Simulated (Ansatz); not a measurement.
# Amorphous Zr20O43Y2

The cell was made by melting and quenching with the CHGNet potential and then relaxed with DFT. O atoms were pushed apart under 1.9 Å during the dynamics, to hinder bonds among them. The hot cell started wider than the set density and was brought back towards it in steps. It is the lowest in DFT energy of 2 quenches. It is a model cell: composition and starting density were chosen by hand, and all elements were melted together. No dispersion term was used.

Methods: PBE, scalar-relativistic without spin-orbit coupling (Ansatz, a program for electronic structure); r2SCAN, scalar-relativistic without spin-orbit coupling (Ansatz); HSE06, scalar-relativistic without spin-orbit coupling (Ansatz). Geometry, pressure, stress and energy are those of the PBE run. Its sampling: a 2×2×2 Γ-centred mesh; Fermi-Dirac width 0.02 eV; no spin polarisation. Other functionals are single points at the zone centre (r2SCAN at 500 eV; exact exchange cut at the cell's faces), free to take moments where seeds were set. At PBE the levels at the filled edge of the gap are localised (band-tail or defect states).

```yaml
number_of_atoms_in_the_cell: 65
Density (held, not predicted): 5.28 g/cm^3
volume_per_atom: 13.01 Å³
Pressure on a 2×2×2 Γ-centred mesh: -1.36 GPa
Largest force and stress component on that mesh (the relaxation ran on the zone centre alone): 0.14 eV/Å and 1.4 GPa
Level gap on a 2×2×2 Γ-centred mesh (PBE): 3.44 eV
Level gap at the zone centre (PBE): 3.46 eV
Level gap at the zone centre (r2SCAN): 3.91 eV
Level gap at the zone centre (HSE06): 4.96 eV
```

Neighbours within Zr-Zr 3.41 Å, Zr-O 2.68 Å, Zr-Y 3.58 Å, O-O 1.58 Å, O-Y 2.82 Å, Y-Y 3.74 Å count as bonded. Two cations that share two anions don't count as bonded, nor two that share one unless they lie closer than Zr-Zr 3.32 Å, Zr-Y 3.48 Å, Y-Y 3.64 Å.

```json
{
  "Mean coordination of Zr by anions": "6.30 (2 with 5, 11 with 6, 6 with 7, 1 with 8)",
  "Mean coordination of O": "3.28 (3 with 2, 25 with 3, 15 with 4)",
  "Mean coordination of Y by anions": "7.50 (1 with 7, 1 with 8)",
  "Mean Zr-O bond": "2.166 Å (spread 0.133 Å, 126 counted)",
  "Mean O-Y bond": "2.403 Å (spread 0.161 Å, 15 counted)"
}
```

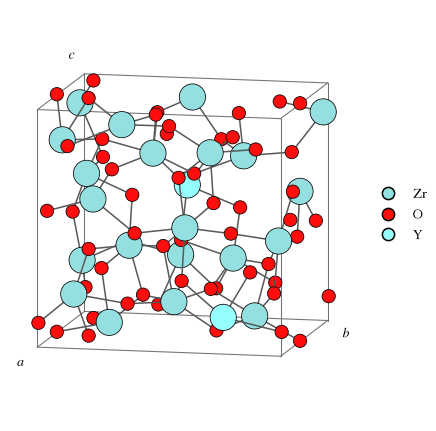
Figure: The relaxed cell

Its density started from a set value of 5.28 g/cm³. The simulated quench (nominally 450 K/ps over its main leg) is rapid and tends to freeze in more defects than a deposited or slowly cooled glass has. A cell of this size samples the disorder only roughly. The volume was held where the preparation left it and the shape relaxed, at a PBE pressure of -1.4 GPa (tension). Stress components on the final sampling reach 1.4 GPa. On a 2×2×2 Γ-centred mesh force components of up to 0.14 eV/Å stay, since the relaxation ran on the zone centre alone.
